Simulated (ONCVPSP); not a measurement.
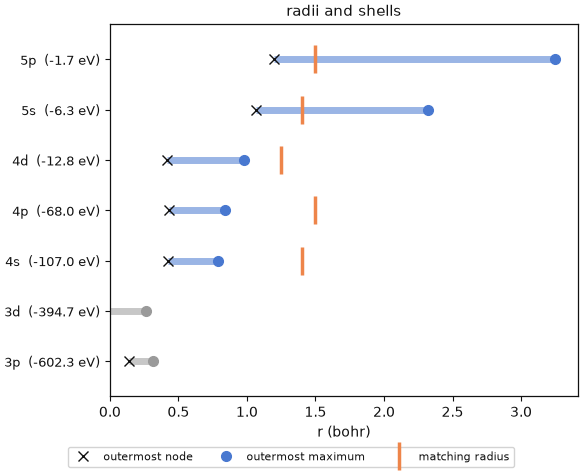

*Outer shells of the all-electron reference atom: each bar runs from the outermost node (or the nucleus) to the outermost maximum of u(r); the tick is the radius chosen for the pseudo-wave. Shells without a tick have no pseudo-wave of their own. Levels, nodes and maxima are from ld1.x, scalar-relativistic.*

- Radii against the shells: 4s: 1.40 bohr, outside the maximum; 4p: 1.50 bohr, outside the maximum; 4d: 1.25 bohr, outside the maximum; 5s: 1.40 bohr, between node and maximum; 5p: 1.50 bohr, between node and maximum.

# Cd: pseudopotential generation

- system: cadmium (Cd, Z = 48), core [Ar] 3d10, reference valence 4s2 4p6 4d10 5s1.5 5p0.5, valence charge 20.
- method: ONCV potential, PBE, scalar-relativistic, made with ONCVPSP 4.0.1

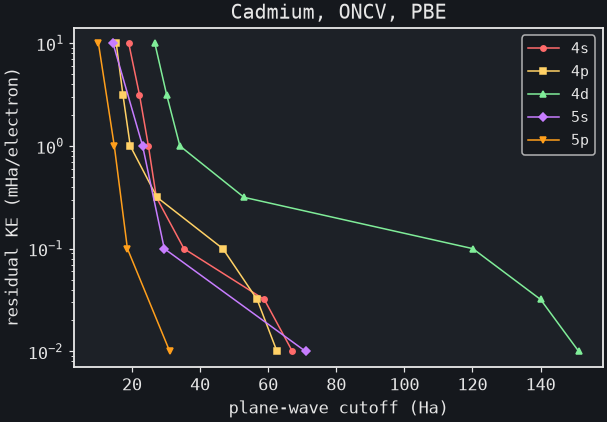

*Residual kinetic energy of the pseudo-waves (the first of each channel, and further valence shells) beyond the plane-wave cutoff, as the generator prints it.*

- Cutoffs for 1 mHa per electron: 4d: 34 Ha; 4s: 25 Ha; 5s: 23 Ha; 4p: 20 Ha; 5p: 15 Ha.
- Cutoffs for the occupied states: 34 Ha for 1 mHa and 120 Ha for 0.1 mHa per electron. The first is set by 4d.
- Hardest wave at 1 mHa per electron: 4d, with rc = 1.25 bohr and qcut = 8.2 1/bohr. The optimisation minimises, but can't always remove, the kinetic energy above qcut²/2 = 33.6 Ha, and a larger rc would as a rule soften the wave at some cost in transferability. The potential isn't sound: its ghost test gives GHOST(-) flagged for d at -5137.0 eV; GHOST(+) flagged for s at 203.7 eV.

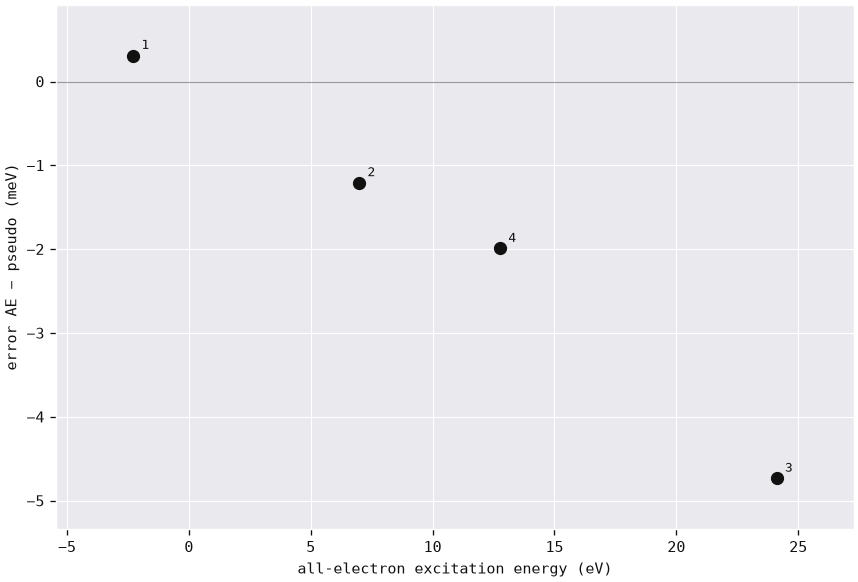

*Errors, all-electron minus pseudo, of the energies of valence configurations relative to the unpolarised reference 4s2 4p6 4d10 5s1.5 5p0.5. Points: 1 = 4s2 4p6 4d10 5s2 5p0; 2 = 4s2 4p6 4d10 5s1 5p0; 3 = 4s2 4p6 4d10 5s0 5p0; 4 = 4s2 4p6 4d10 5s0 5p1.*

- Worst configuration: 4s2 4p6 4d10 5s0 5p0 (charge +2): the error is -4.7 meV on an all-electron energy of +24.11 eV relative to the reference, or 0.02 %.
- Errors in meV: 4s2 4p6 4d10 5s2 5p0: +0.3; 4s2 4p6 4d10 5s1 5p0: -1.2; 4s2 4p6 4d10 5s0 5p0: -4.7; 4s2 4p6 4d10 5s0 5p1: -2.0.

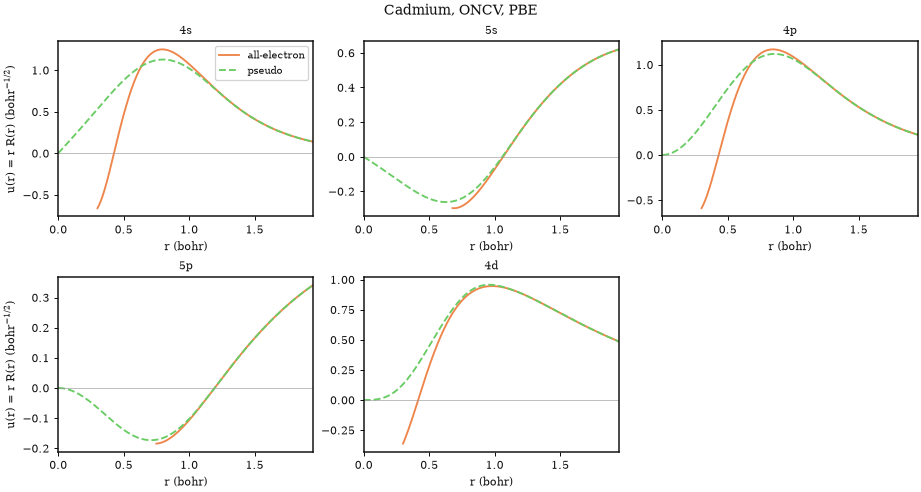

*Partial waves u(r) = r R(r), all-electron (solid) and pseudo (dashed). The innermost oscillations of some all-electron curves aren't drawn. Reference configuration 4s2 4p6 4d10 5s1.5 5p0.5.*

- Matching radii: 4s at 1.40 bohr; 5s at 1.40 bohr; 4p at 1.50 bohr; 5p at 1.50 bohr; 4d at 1.25 bohr. The curves merge smoothly, so the plot gives these only roughly.
- Nodes of the pseudo-waves: 4s has no node; 5s has a node at about 1.1 bohr; 4p has no node; 5p has a node at about 1.2 bohr; 4d has no node. A node in 5s and 5p is expected, since a lower shell of the same l is also in the valence and the two must stay orthogonal.

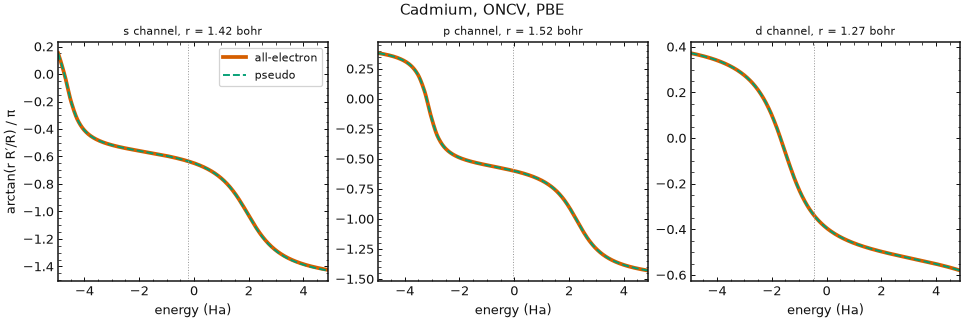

*Unwrapped phase arctan(r R′/R) in units of π against energy, all-electron (solid) and pseudo (dashed); the pseudo phase is matched to the all-electron one at the reference energy. Here R(r) is the radial function. The dotted line marks the reference energy of the channel. Not drawn: f: not judged.*

- Ghost states: the plot shows none: the two phases stay within 0.02 rad of each other in all channels drawn. The separate test gives: GHOST(-) flagged for d at -5137.0 eV; GHOST(+) flagged for s at 203.7 eV. The bound ghosts lie below the range of the plot.
- Range over which the phases agree within 0.05 rad: s: over the whole range drawn; p: over the whole range drawn; d: over the whole range drawn.
- Poles, where the radial function vanishes at the test radius: s: all-electron at -3.3 Ha, pseudo at -3.3 Ha; p: all-electron at -1.9 Ha, pseudo at -1.9 Ha; d: all-electron at 2.1 Ha, pseudo at 2.1 Ha.

These pictures come from the run below.

**Input file**
```
# ATOM AND REFERENCE CONFIGURATION
# atsym  z   nc   nv     iexc    psfile
  Cd 48.00    6    5        4      upf
#
#   n    l    f
    1    0    2.00
    2    0    2.00
    2    1    6.00
    3    0    2.00
    3    1    6.00
    3    2   10.00
    4    0    2.00
    4    1    6.00
    4    2   10.00
    5    0    1.50
    5    1    0.50
#
# PSEUDOPOTENTIAL AND OPTIMIZATION
# lmax
    2
#
#   l,   rc,      ep,       ncon, nbas, qcut
    0    1.40    0.00    4    7    7.60
    1    1.50    0.00    4    7    6.20
    2    1.25    0.00    4    8    8.20
#
# LOCAL POTENTIAL
# lloc, lpopt,  rc(5),   dvloc0
    4    5    1.00   -1.00
#
# VANDERBILT-KLEINMAN-BYLANDER PROJECTORs
# l, nproj, debl
    0    2    3.20
    1    3    3.20
    2    3    1.30
#
# MODEL CORE CHARGE
# icmod, fcfact, rcfact
    0    0.00    0.00
#
# LOG DERIVATIVE ANALYSIS
# epsh1, epsh2, depsh
   -5.00    5.00    0.04
#
# OUTPUT GRID
# rlmax, drl
    6.00    0.01
#
# TEST CONFIGURATIONS
# ncnf
    4
# nvcnf
#   n    l    f
    5
    4    0    2.00
    4    1    6.00
    4    2   10.00
    5    0    2.00
    5    1    0.00
#
    5
    4    0    2.00
    4    1    6.00
    4    2   10.00
    5    0    1.00
    5    1    0.00
#
    5
    4    0    2.00
    4    1    6.00
    4    2   10.00
    5    0    0.00
    5    1    0.00
#
    5
    4    0    2.00
    4    1    6.00
    4    2   10.00
    5    0    0.00
    5    1    1.00
#
```

Run as:
```bash
oncvpsp.x < Cd.dat > Cd.out
```

**The program's output (extracts)**
```
ONCVPSP  (Optimized Norm-Conservinng Vanderbilt PSeudopotential)
scalar-relativistic version 4.0.1

#   n    l    f        energy (Ha)
    1    0    2.00    -9.7484234E+02
    2    0    2.00    -1.4475797E+02
    2    1    6.00    -1.2989121E+02
    3    0    2.00    -2.7010527E+01
    3    1    6.00    -2.2133915E+01
    3    2   10.00    -1.4503448E+01
    4    0    2.00    -3.9308425E+00
    4    1    6.00    -2.4995838E+00
    4    2   10.00    -4.6873738E-01
    5    0    1.50    -2.3307226E-01
    5    1    0.50    -6.1424811E-02

Reference configufation results
  iterations    28
  all-electron total energy (Ha)   -5.59456985D+03

Begin loop to  construct optimized pseudo wave functions
and semi-local pseudopoentials for all angular momenta

Calculating optimized projector #   1

 for l=   0

    Fraction of norm inside rc  0.943401
    Optimizing pswf for qcut=   7.60 a_B^-1,  ecut=  28.88 Ha
    Residual kinetic energy error=  1.53D-04 Ha

    Energy error per electron        Cutoff
         Ha          eV             Ha
         0.01000     0.27211       19.05
         0.00100     0.02721       24.84
         0.00010     0.00272       35.27
         0.00001     0.00027       67.11

Calculating optimized projector #   2

 for l=   0

    Fraction of norm inside rc  0.048522
    Optimizing pswf for qcut=   7.60 a_B^-1,  ecut=  28.88 Ha
    Residual kinetic energy error=  1.11D-04 Ha

    Energy error per electron        Cutoff
         Ha          eV             Ha
         0.01000     0.27211       14.44
         0.00100     0.02721       23.13
         0.00010     0.00272       29.50
         0.00001     0.00027       70.98

   Wellstate for l =  1  n =  6
     eigenvalue =   3.1386
     asymptotic potential =   3.6386
     half-point radius =  2.5709

Calculating optimized projector #   1

 for l=   1

    Fraction of norm inside rc  0.927621
    Optimizing pswf for qcut=   6.21 a_B^-1,  ecut=  19.28 Ha
    Residual kinetic energy error=  9.75D-04 Ha

    Energy error per electron        Cutoff
         Ha          eV             Ha
         0.01000     0.27211       15.39
         0.00100     0.02721       19.51
         0.00010     0.00272       46.70
         0.00001     0.00027       62.59

Calculating optimized projector #   2

 for l=   1

    Fraction of norm inside rc  0.018293
    Optimizing pswf for qcut=   6.21 a_B^-1,  ecut=  19.28 Ha
    Residual kinetic energy error=  6.39D-05 Ha

    Energy error per electron        Cutoff
         Ha          eV             Ha
         0.01000     0.27211       10.16
         0.00100     0.02721       14.82
         0.00010     0.00272       18.67
         0.00001     0.00027       31.10

Calculating optimized projector #   3

 for l=   1

    Fraction of norm inside rc  0.129255
    Optimizing pswf for qcut=   6.21 a_B^-1,  ecut=  19.28 Ha
    Residual kinetic energy error=  1.18D-03 Ha

    Energy error per electron        Cutoff
         Ha          eV             Ha
         0.01000     0.27211       15.19
         0.00100     0.02721       19.68
         0.00010     0.00272       34.53
         0.00001     0.00027       68.26

   Wellstate for l =  2  n =  5
     eigenvalue =   0.8313
     asymptotic potential =   1.3313
     half-point radius =  3.4326

   Wellstate for l =  2  n =  6
     eigenvalue =   2.1313
     asymptotic potential =   2.6313
     half-point radius =  3.5852

Calculating optimized projector #   1

 for l=   2

    Fraction of norm inside rc  0.561375
    Optimizing pswf for qcut=   8.20 a_B^-1,  ecut=  33.59 Ha
    Residual kinetic energy error=  1.04D-03 Ha

    Energy error per electron        Cutoff
         Ha          eV             Ha
         0.01000     0.27211       26.72
         0.00100     0.02721       34.08
         0.00010     0.00272      120.11
         0.00001     0.00027      151.19

Calculating optimized projector #   2

 for l=   2

    Fraction of norm inside rc  0.099320
    Optimizing pswf for qcut=   8.20 a_B^-1,  ecut=  33.59 Ha
    Residual kinetic energy error=  4.19D-04 Ha

    Energy error per electron        Cutoff
         Ha          eV             Ha
         0.01000     0.27211       23.71
         0.00100     0.02721       31.10
         0.00010     0.00272       39.40
         0.00001     0.00027       89.47

Calculating optimized projector #   3

 for l=   2

    Fraction of norm inside rc  0.064495
    Optimizing pswf for qcut=   8.20 a_B^-1,  ecut=  33.59 Ha
    Residual kinetic energy error=  6.77D-04 Ha

    Energy error per electron        Cutoff
         Ha          eV             Ha
         0.01000     0.27211       24.82
         0.00100     0.02721       32.43
         0.00010     0.00272       39.12
         0.00001     0.00027       70.96

Construct Vanderbilt / Kleinmman-Bylander projectors

B matrix Hermiticity error, ll=   0
   1   2    5.0750E-04

  Orthonormal projector coefficients  1.7665E+01  3.1364E+00

B matrix Hermiticity error, ll=   1
   1   2    1.8212E-04
   1   3   -9.3266E-04
   2   3    1.1370E-04

  Orthonormal projector coefficients  1.5093E+01  4.9109E+00  1.0682E+00

B matrix Hermiticity error, ll=   2
   1   2    1.7198E-04
   1   3   -3.1519E-04
   2   3    7.9491E-05

  Orthonormal projector coefficients -3.1172E+02  5.3162E+00  1.3592E+00

Pseudoatom total energy -167.828798

Diagnostic tests using Vanderbilt-Kleinman-Bylander pseudopotentials
  1 or more projectors used as specified by nproj input data

   l    rcore       rmatch      e in        delta e   norm test  slope test

   0   1.4000473   1.4425558  -3.9308425   0.0000036   1.0002327   1.0002200
   0   1.4000473   1.4425558  -0.2330723   0.0000071   1.0000561   1.0000460

   1   1.5042447   1.5499168  -2.4995838   0.0000018   1.0002070   1.0002101
   1   1.5042447   1.5499168  -0.0614248   0.0000032   1.0000658   1.0000551
   1   1.5042447   1.5499168   3.1385752   0.0001141   1.0003538   1.0003538

   2   1.2571267   1.2952958  -0.4687374   0.0000105   1.0001345   1.0001746
   2   1.2571267   1.2952958   0.8312626   0.0000339   1.0003217   1.0003217
   2   1.2571267   1.2952958   2.1312626   0.0000496   1.0004274   1.0004274

 Testing for bound ghosts
   n   l    E NL Schr. Eq   E Basis Diag.   E Cutoff

   1   0       -3.930839       -3.930837     97.12
   2   0       -0.233065       -0.134451     97.12

   2   1       -2.499582       -2.499579    134.51
   3   1       -0.061422        0.110981    134.51

       2                     -188.783095    280.22  WARNING - GHOST(-)
   3   2       -0.468727       -0.461675    280.22

 Testing for highly-localized positive-energy ghosts
       l    <radius>/rc     E Basis Diag.   E Cutoff

       0        0.591042        7.485346     97.12  WARNING - GHOST(+)

Test configuration 0

   n   l     f        eae           eps        diff
   1   0  2.0000 -974.84233938
   2   0  2.0000 -144.75796971
   2   1  6.0000 -129.89121163
   3   0  2.0000  -27.01052682
   3   1  6.0000  -22.13391497
   3   2 10.0000  -14.50344837
   4   0  2.0000   -3.93084249   -3.93083884    3.65D-06
   4   1  6.0000   -2.49958381   -2.49958197    1.85D-06
   4   2 10.0000   -0.46873738   -0.46872691    1.05D-05
   5   0  1.5000   -0.23307226   -0.23306511    7.14D-06
   5   1  0.5000   -0.06142481   -0.06142158    3.23D-06

    Total energies and differences
      AE_ref= -5.59456985D+03  AE_tst= -5.59456985D+03  dif=  0.00D+00
      PS_ref= -1.67828798D+02  PS_tst= -1.67828798D+02  dif=  1.14D-13
      PSP excitation error= -1.14D-13

Test configuration 1

   n   l     f        eae           eps        diff
   1   0  2.0000 -974.80415051
   2   0  2.0000 -144.72073712
   2   1  6.0000 -129.85395751
   3   0  2.0000  -26.97288408
   3   1  6.0000  -22.09627933
   3   2 10.0000  -14.46589821
   4   0  2.0000   -3.89241777   -3.89230203    1.16D-04
   4   1  6.0000   -2.46100938   -2.46093087    7.85D-05
   4   2 10.0000   -0.43118281   -0.43117725    5.56D-06
   5   0  2.0000   -0.20799133   -0.20798132    1.00D-05

    Total energies and differences
      AE_ref= -5.59456985D+03  AE_tst= -5.59465379D+03  dif= -8.39D-02
      PS_ref= -1.67828798D+02  PS_tst= -1.67912754D+02  dif= -8.40D-02
      PSP excitation error=  1.14D-05

Test configuration 2

   n   l     f        eae           eps        diff
   1   0  2.0000 -975.12921192
   2   0  2.0000 -145.04234602
   2   1  6.0000 -130.17575104
   3   0  2.0000  -27.29540877
   3   1  6.0000  -22.41879549
   3   2 10.0000  -14.78814194
   4   0  2.0000   -4.21716031   -4.21739152   -2.31D-04
   4   1  6.0000   -2.78634523   -2.78646467   -1.19D-04
   4   2 10.0000   -0.75373988   -0.75372566    1.42D-05
   5   0  1.0000   -0.47988107   -0.47988169   -6.21D-07

    Total energies and differences
      AE_ref= -5.59456985D+03  AE_tst= -5.59431303D+03  dif=  2.57D-01
      PS_ref= -1.67828798D+02  PS_tst= -1.67571934D+02  dif=  2.57D-01
      PSP excitation error= -4.44D-05

Test configuration 3

   n   l     f        eae           eps        diff
   1   0  2.0000 -975.50170953
   2   0  2.0000 -145.40966469
   2   1  6.0000 -130.54335276
   3   0  2.0000  -27.66369488
   3   1  6.0000  -22.78706887
   3   2 10.0000  -15.15605816
   4   0  2.0000   -4.58725149   -4.58806304   -8.12D-04
   4   1  6.0000   -3.15675576   -3.15722397   -4.68D-04
   4   2 10.0000   -1.11878103   -1.11878208   -1.05D-06

    Total energies and differences
      AE_ref= -5.59456985D+03  AE_tst= -5.59368366D+03  dif=  8.86D-01
      PS_ref= -1.67828798D+02  PS_tst= -1.66942436D+02  dif=  8.86D-01
      PSP excitation error= -1.74D-04

Test configuration 4

   n   l     f        eae           eps        diff
   1   0  2.0000 -975.18891823
   2   0  2.0000 -145.10031448
   2   1  6.0000 -130.23370439
   3   0  2.0000  -27.35429007
   3   1  6.0000  -22.47765494
   3   2 10.0000  -14.84684349
   4   0  2.0000   -4.27727337   -4.27774490   -4.72D-04
   4   1  6.0000   -2.84653128   -2.84684439   -3.13D-04
   4   2 10.0000   -0.81130327   -0.81128315    2.01D-05
   5   1  1.0000   -0.30087179   -0.30087872   -6.92D-06

    Total energies and differences
      AE_ref= -5.59456985D+03  AE_tst= -5.59410065D+03  dif=  4.69D-01
      PS_ref= -1.67828798D+02  PS_tst= -1.67359531D+02  dif=  4.69D-01
      PSP excitation error= -7.32D-05
```

**Summary**

- outcome: generated, with a ghost state
- cutoffs needed: 34 Ha and 120 Ha (the cutoffs at which the residual kinetic energy of the hardest occupied pseudo-wave falls to 1 and 0.1 mHa per electron)
- ghost test: GHOST(-) flagged for d at -5137.0 eV; GHOST(+) flagged for s at 203.7 eV
- largest excitation error: -4.7 meV (all-electron minus pseudo) for 4s2 4p6 4d10 5s0 5p0, out of 4 test configurations
- range over which the phases arctan(r R′/R) at the test radius agree within 0.05 rad (a looser test near the poles than one of phase shifts): s: over the whole range computed; p: over the whole range computed; d: over the whole range computed; f: not judged, local potential alone
- hardware: 1 CPU thread, shared host
- wall time: 5.9 s

**Remarks**

The potential has a bound ghost state, so it can't be used as it stands.
